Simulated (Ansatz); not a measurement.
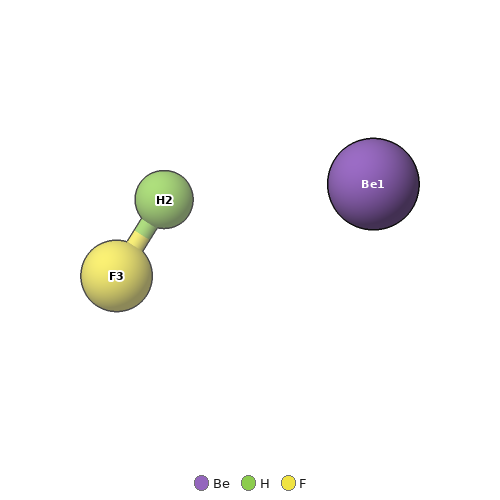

The system is Be + HF; the picture shows the reference structure. 
- Coordinates scanned: (1) distance Be1–H2; (2) distance H2–F3.
- Nothing is relaxed (the angle Be1–H2–F3 is fixed at 120 degrees).
- The grid has 17 × 17 points.
- All energies are given in kcal/mol relative to Be far from the relaxed HF (each part in its own basis).
- The restricted reference is unstable at some or all points, so the energies there are unreliable.
- These are results of Ansatz, RHF-CCSD(T), frozen core/def2-TZVPD, not measurements.

Its coordinates:

```yaml
atoms:
  - { symbol: Be, position_ang: [-2.6160, 0.0000, 0.0000] }
  - { symbol: H, position_ang: [0.0000, 0.0000, 0.0000] }
  - { symbol: F, position_ang: [0.4550, 0.7881, 0.0000] }
```

Range: distance Be1–H2 from 1.016 to 2.616 Å; distance H2–F3 from 0.728 to 2.328 Å.

### What landscape does the calculation give?

The lowest grid point is at distance Be1–H2 = 2.616 Å, distance H2–F3 = 0.910 Å, 0.7 kcal/mol from Be far from the relaxed HF (each part in its own basis). It lies in a valley that leaves the map towards separated partners. The highest grid point, distance Be1–H2 = 1.016 Å, distance H2–F3 = 0.728 Å, lies 156 kcal/mol above the lowest.

```csv
"distance H2–F3 ↓, distance Be1–H2 →",1.016,1.123,1.280,1.463,1.666,1.884,2.117,2.361,2.616
2.199,111,89,75,76,84,96,107,114,117
1.949,107,87,75,74,81,90,99,106,110
1.711,99,79,67,65,69,77,84,89,92
1.485,92,71,57,52,54,58,63,66,68
1.274,88,65,47,39,36,36,37,38,38
1.081,89,64,41,28,20,16,13,12,12
0.910,100,72,46,28,16,9,4,2,1
0.772,134,106,78,58,44,35,29,26,24
```

The table holds every second grid line.

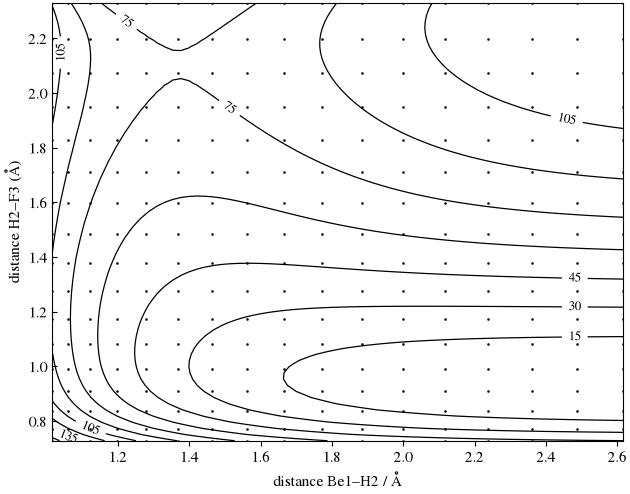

Drawn: contour lines labelled in kcal/mol, dots at the grid points. Between grid points the surface is interpolated.

Each point was launched as `ansatz run input.yaml --threads 1 --pin off --max-ram 2560MiB --backend cpu --events-out ev --progress --plain --runs-dir out`. The whole map (289 points run) took 33 min on 1 thread of Arm Neoverse V1 (shared host).
